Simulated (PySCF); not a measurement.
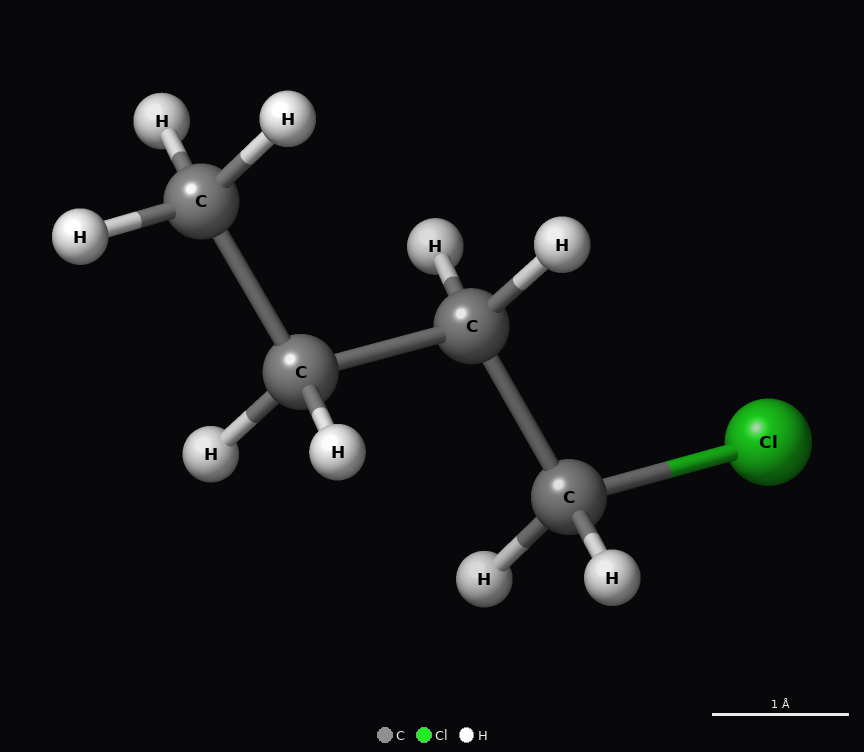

The picture shows a molecular structure as a ball-and-stick model. Every bond is drawn as one stick, whatever its order.

Computed geometry: GFN2-xTB optimisation. No frequency run is at hand to confirm it as a minimum.

What does the picture show?

Formula C₄H₉Cl. Its SMILES string is `CCCCCl`. It has no ring. Among its groups: C–Cl bond. This geometry has Cs symmetry. Coordination: 4 C tetrahedral.

More results for the same structure follow; atom numbers are the same in all pictures, views and colours differ.

Electronic properties

No frequency run is at hand to confirm it as a minimum. Properties computed with PBE0/pcSseg-1, gas phase (PySCF 2.14.0).

Predict the main results.

- dipole moment: 2.34 D
- HOMO energy (Kohn–Sham orbital): −8.26 eV
- LUMO energy (Kohn–Sham orbital): 0.95 eV
- HOMO–LUMO gap: 9.22 eV

Bond orders

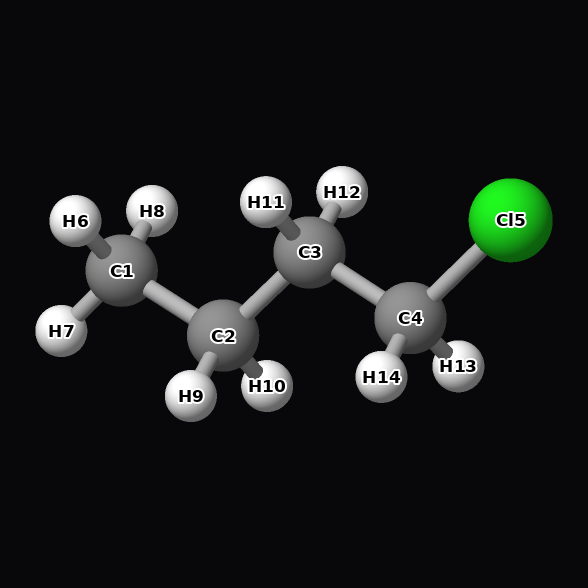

The thickness of each stick grows with its Mayer bond order. No frequency run is at hand to confirm it as a minimum. Method: PBE0/pcSseg-1 (PySCF 2.14.0).

List the Mayer bond orders of C1–C2, C1–H7, C1–H6, C2–C3, C2–H9, C3–C4, C3–H11, C4–Cl5, C4–H13 (one bond of each equivalent set).

```json
{"bond": "C1–C2", "Mayer order": "1.07", "length (Å)": "1.524"}
{"bond": "C1–H7", "Mayer order": "0.97", "length (Å)": "1.087"}
{"bond": "C1–H6", "Mayer order": "0.97", "length (Å)": "1.087"}
{"bond": "C2–C3", "Mayer order": "1.02", "length (Å)": "1.529"}
{"bond": "C2–H9", "Mayer order": "0.95", "length (Å)": "1.092"}
{"bond": "C3–C4", "Mayer order": "1.02", "length (Å)": "1.519"}
{"bond": "C3–H11", "Mayer order": "0.95", "length (Å)": "1.092"}
{"bond": "C4–Cl5", "Mayer order": "0.99", "length (Å)": "1.785"}
{"bond": "C4–H13", "Mayer order": "0.94", "length (Å)": "1.090"}
```

NMR shielding

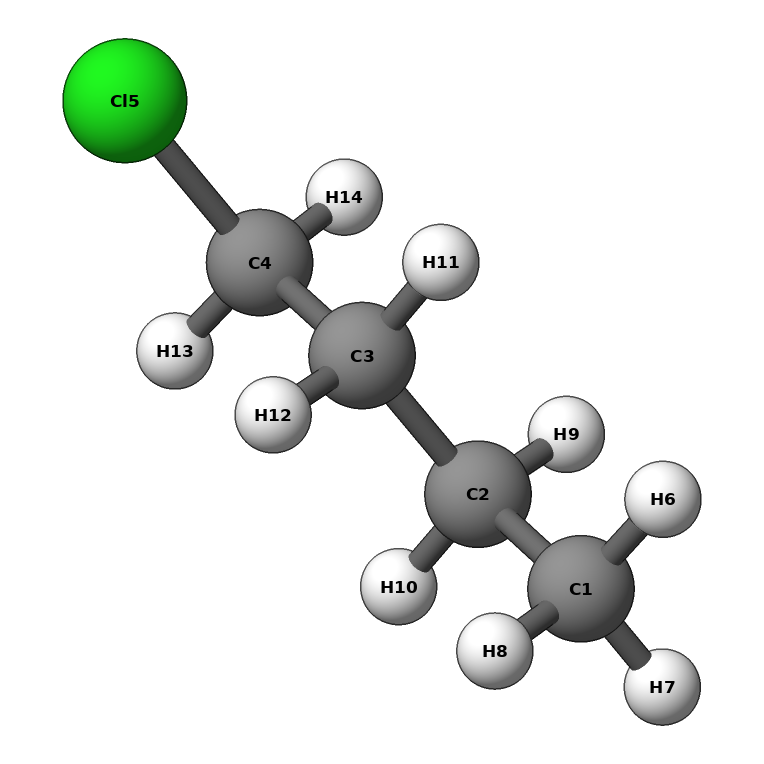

No frequency run is at hand to confirm it as a minimum. Properties computed with GIAO PBE0/pcSseg-1 NMR shielding, non-relativistic, gas phase (PySCF 2.14.0). Principal shieldings σ11 ≤ σ22 ≤ σ33, span Ω = σ33 − σ11, skew κ = 3(σiso − σ22)/Ω.

Give the shielding tensors of the Cl atoms.

```csv
atom,σ11,σ22,σ33,σiso,Ω,κ
Cl5,677.2,796.3,1089.6,854.3,412.4,0.42
```

Shieldings and span in ppm.
